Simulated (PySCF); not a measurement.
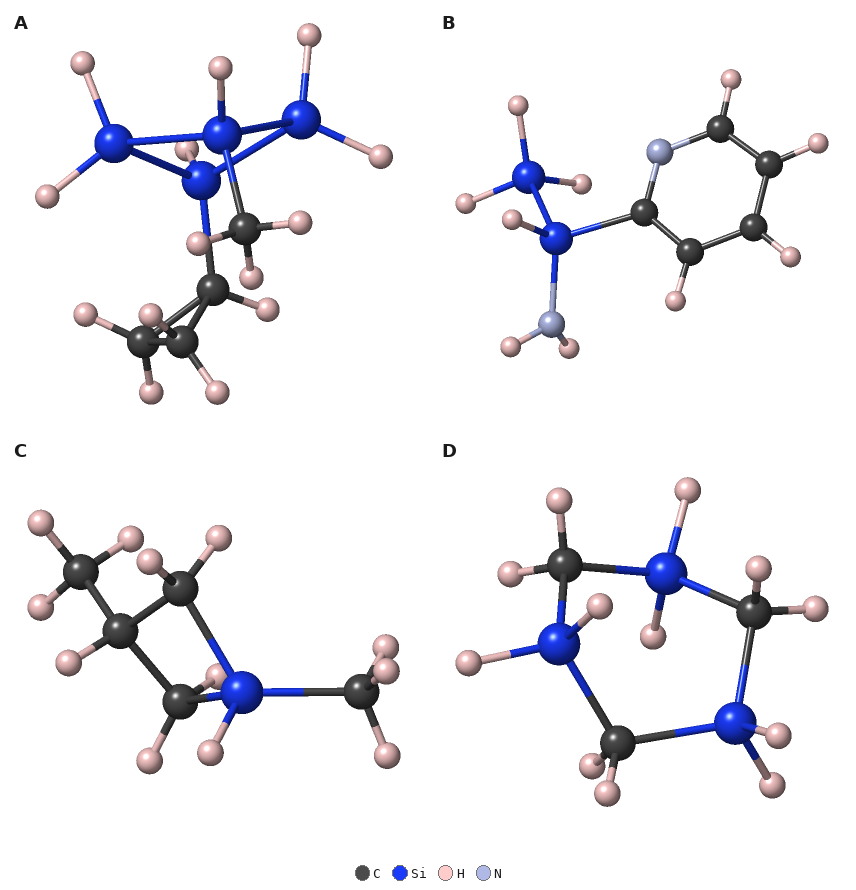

Simulated data, not a measurement (program: PySCF).

```xyz
18
charge 0, multiplicity 1
Si   -0.2459    0.1985   -1.8485
H     0.3945    1.2405   -2.7122
H    -1.1149   -0.6551   -2.7192
C     1.0991   -0.8553   -1.0381
Si    1.6659   -0.1370    0.6083
H     2.8628   -0.8655    1.1371
H     2.0644    1.2937    0.3997
C     0.2406   -0.1998    1.8464
Si   -1.4579   -0.0324    1.0347
H    -1.9485   -1.3964    0.6506
H    -2.4505    0.5508    1.9926
C    -1.3094    1.0210   -0.5193
H     1.9506   -0.9696   -1.7286
H     0.6986   -1.8674   -0.8513
H     0.2750   -1.1505    2.4042
H     0.3781    0.6058    2.5869
H    -0.8520    1.9856   -0.2365
H    -2.3069    1.2502   -0.9290
```

Question: Which picture belongs to the input above?

Answer: D. The file holds C3H12Si3, `C1[SiH2]C[SiH2]C[SiH2]1`.
